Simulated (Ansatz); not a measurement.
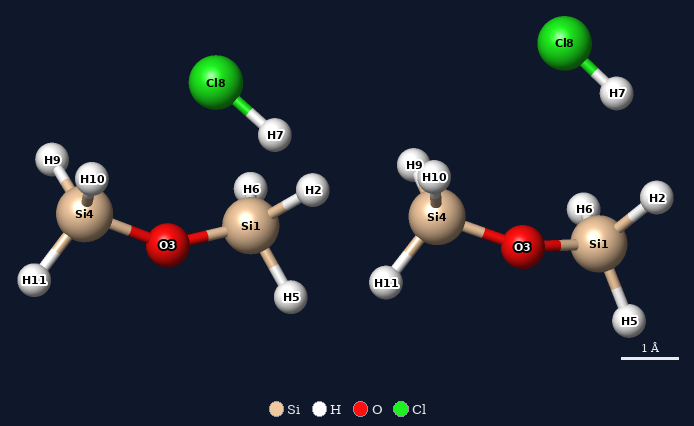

Two geometries of Si2H7OCl (started from a transition state, displaced along its imaginary mode), drawn at one scale. One is the start of a relaxation, the other its converged end. The picture is a ball-and-stick view, seen at a tilt.

These are results of Ansatz 0.2.0, RKS PBE0-D4/def2-TZVP, not measurements. Settings: force threshold 0.005 eV/Å; at most 200 steps.

**Which one is relaxed?**

The right one is the relaxed one. The largest moves after the best rigid fit, 0.81 Å, are those of H7 and Cl8. By element the largest moves are Cl 0.81 Å, H 0.81 Å, Si 0.34 Å, O 0.26 Å. Some distances before and after: Si1–Cl8 2.726 → 3.831 Å, Si1–H7 1.871 → 2.971 Å, H7–Cl8 1.406 → 1.283 Å, Si1–H5 1.456 → 1.482 Å. Bond angles that change, for instance: H2–Si1–H5 91.0° → 108.3°, H2–Si1–O3 124.3° → 109.4°, O3–Si1–H5 105.1° → 109.3°. Groups turn about O3–Si4 by about 40°, Si1–O3 by about 40°. The energy falls by 21.3 kcal/mol in 20 geometry steps. The largest force component goes from 1.8 to 0.0039 eV/Å. Cost: 110 s on 4 threads of AMD EPYC, with other jobs on the host.
